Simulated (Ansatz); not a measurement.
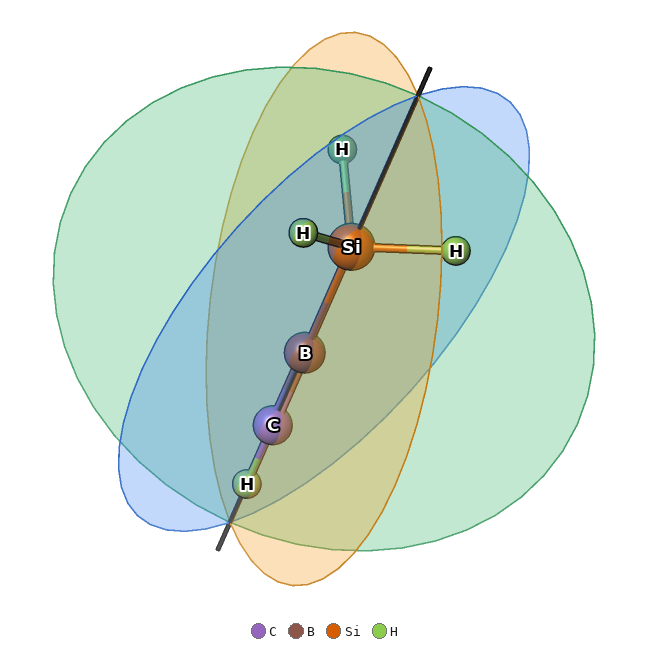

All proper rotation axes (lines) and mirror planes (discs) of the structure are drawn in. Depth is shown by fading: the farther an atom, the more it takes the colour of the background. The species has charge −1 and is a spin singlet. The geometry was computed by an optimisation with PBE0-D4/def2-TZVPD. No frequency run is at hand to confirm it as a minimum.

Question: Name the symmetry elements and the point group.

Answer: It has 1 C3 axis and 3 mirror planes. Point group C3v. The group has 6 operations. The geometry is achiral, and symmetry allows a dipole moment.
